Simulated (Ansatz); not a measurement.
C$_{4}$H$_{8}$Sn

Input file:

```
crystal:
  periodic: [false, false, false]
  atoms:
    - {symbol: C, position_ang: [-0.893230, -0.492747, -3.574226]}
    - {symbol: C, position_ang: [-1.240988, -1.778055, -3.466088]}
    - {symbol: C, position_ang: [0.969056, -1.919492, -0.819552]}
    - {symbol: C, position_ang: [0.792166, -1.402620, 0.399900]}
    - {symbol: Sn, position_ang: [-0.549832, -3.007931, -1.857254]}
    - {symbol: H, position_ang: [-0.238995, -0.001256, -2.844177]}
    - {symbol: H, position_ang: [-1.248787, 0.136054, -4.400013]}
    - {symbol: H, position_ang: [-1.899804, -2.213763, -4.227782]}
    - {symbol: H, position_ang: [-1.820025, -3.338855, -0.748983]}
    - {symbol: H, position_ang: [0.066392, -4.485848, -2.478687]}
    - {symbol: H, position_ang: [1.934212, -1.766227, -1.319058]}
    - {symbol: H, position_ang: [-0.145059, -1.519127, 0.956563]}
    - {symbol: H, position_ang: [1.581638, -0.835689, 0.909046]}
basis:
  gaussian:
    orbitals: def2-SVPD
hamiltonian:
  xc: {name: PBE0}
output: {forces: true, orbitals: {seedname: orbitals}}
```

Launched as:

```sh
ansatz run input.yaml --threads 2 --pin off --max-ram 5220MiB --events-out events.jsonl --progress --plain --runs-dir runs
```

Geometry: PBE0-D4/def2-SVP; core potentials replace the inner electrons of Sn.

Level of theory: isolated molecule in a Gaussian basis; Kohn-Sham density functional theory, functional PBE0 (Ansatz).

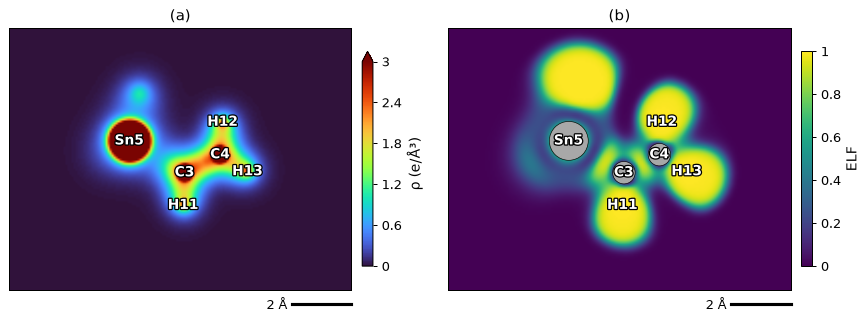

Figure 1. (a) electron density; (b) electron localisation function on the plane of atoms C3, C4 and H13. Grey discs cover the atomic cores in the ELF map.

What does the map show?

The section cuts through C, Sn and H sites. C–C (1.34 Å): ρ at the midpoint is about 2.3 e/Å³; the ELF peaks at about 0.90 between the atoms (a multiple bond). C–Sn (2.14 Å): ρ at the midpoint is about 0.7 e/Å³; the ELF peaks at about 0.95 in the valence shell of C, 0.7 Å from its nucleus, and drops to about 0.20 between the two atoms. C–H (1.10 Å): the density is about 1.9 e/Å³ at the midpoint; the ELF climbs to about 1 towards the hydrogen, as it does in any bond to H: an ordinary covalent bond to hydrogen.

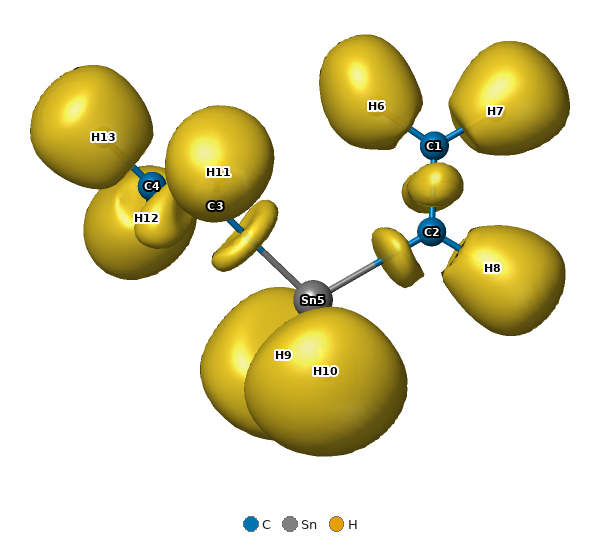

Figure 2. Isosurface of the electron localisation function at 0.8 (yellow), seen across its widest extent. Core shells and regions of very low density are left out.

Where are the electrons localised?

The surface consists of two regions between bonded C–C atoms (shared pairs), eight regions around hydrogen nuclei and two lobes of the valence shell of C pointing towards Sn (polar bonds).

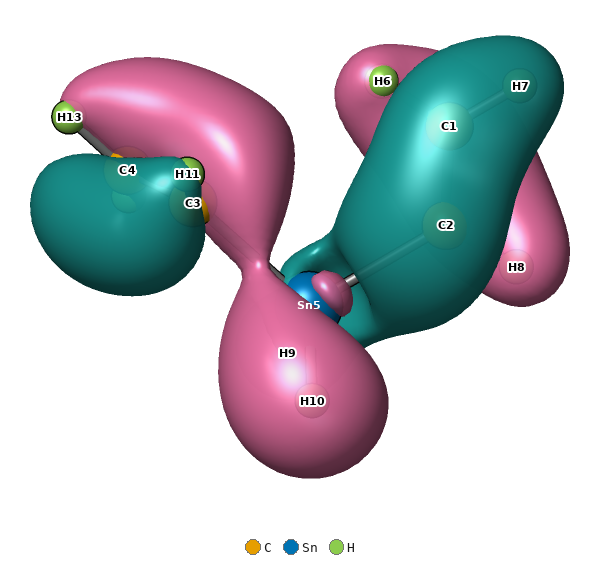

Figure 3. One frontier orbital at ±0.06 Å⁻³ᐟ² (teal and pink are the two phases), seen across its widest extent.

Which orbital is it: HOMO or LUMO?

The HOMO, at −7.79 eV. Its weight (Hirshfeld) is mainly on C2 (about 25 %), C1 (about 20 %), C4 (about 15 %), C3 (about 15 %), Sn5 (about 10 %) and H10 (about 5 %).
